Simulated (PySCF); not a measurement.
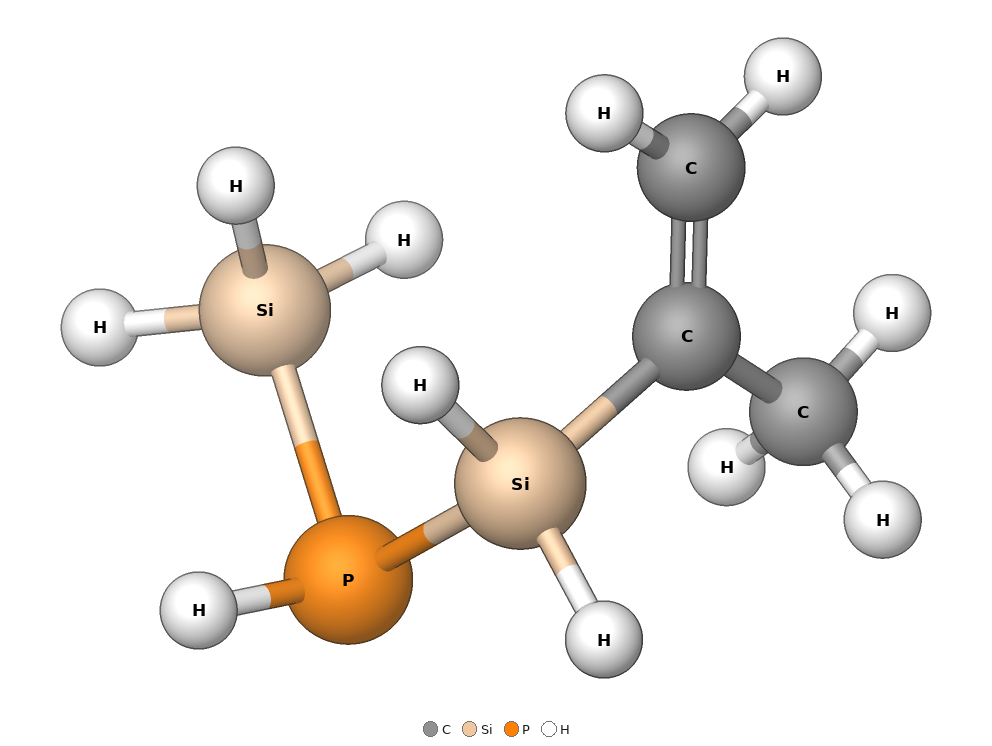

Computed geometry: PBE0-D3(BJ)/def2-SVP optimisation. No frequency run is at hand to confirm it as a minimum. Program: PySCF 2.14.0.

Tabulate HOMO energy (eV), HOMO–LUMO gap (eV) at these levels: CAM-B3LYP/def2-SVPD; LC-wPBE/def2-SVPD; PBE0/6-31G*; PBE0/def2-SVP; PBE0/def2-TZVP; ωB97X-D/def2-SVPD.

| level | HOMO energy (eV) | HOMO–LUMO gap (eV) |
| --- | --- | --- |
| CAM-B3LYP/def2-SVPD | −8.41 | 9.00 |
| LC-wPBE/def2-SVPD | −9.73 | 11.41 |
| PBE0/6-31G* | −7.08 | 6.90 |
| PBE0/def2-SVP | −7.18 | 6.85 |
| PBE0/def2-TZVP | −7.20 | 6.69 |
| ωB97X-D/def2-SVPD | −8.97 | 10.22 |
